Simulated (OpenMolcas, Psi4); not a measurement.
# GaSiH4F (SMILES [F][GaH][SiH3]): the dipole moment, rung by rung

The species is GaSiH4F (7 atoms), meant as a singlet with charge 0. SMILES: `[F][GaH][SiH3]`. The coordinates come from a PBE0-D4/def2-TZVP relaxation.

```xyz
7

F     0.2316   -2.1521    1.3422
Ga    0.0191   -0.4000    1.2793
Si   -0.0297    0.4508   -0.9708
H    -0.0969    0.2354    2.7047
H    -1.1961   -0.1257   -1.6916
H    -0.1444    1.9334   -0.9830
H     1.2164    0.0581   -1.6808
```

Quantity: the dipole moment, in D. The values are calculated.

| level | kind | program | value (D) | CPU time |
| --- | --- | --- | --- | --- |
| HF/def2-SVP | Hartree–Fock | OpenMolcas | 2.50 | 4.4 s |
| SVWN5/def2-SVP | LDA | OpenMolcas | 2.02 | 10 s |
| BLYP/def2-SVP | GGA | OpenMolcas | 1.95 | 13 s |
| PBE/def2-SVP | GGA | OpenMolcas | 1.93 | 14 s |
| revPBE/def2-SVP | GGA | OpenMolcas | 1.91 | 14 s |
| M06-L/def2-SVP | meta-GGA | OpenMolcas | 2.07 | 17 s |
| B3LYP-D3(BJ)/def2-SVP (density fitting) | global hybrid | Psi4 | 2.14 | 14 s |
| BHLYP/def2-SVP | global hybrid | OpenMolcas | 2.35 | 12 s |

All-electron rows without a relativistic Hamiltonian named are non-relativistic. The values span 1.91 to 2.50 D. Magnitudes only. CPU times are rough (shared hosts, several kinds of processor and program).

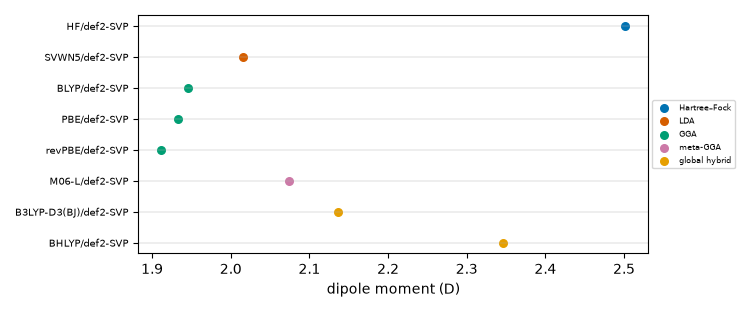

The values of the table, level by level.
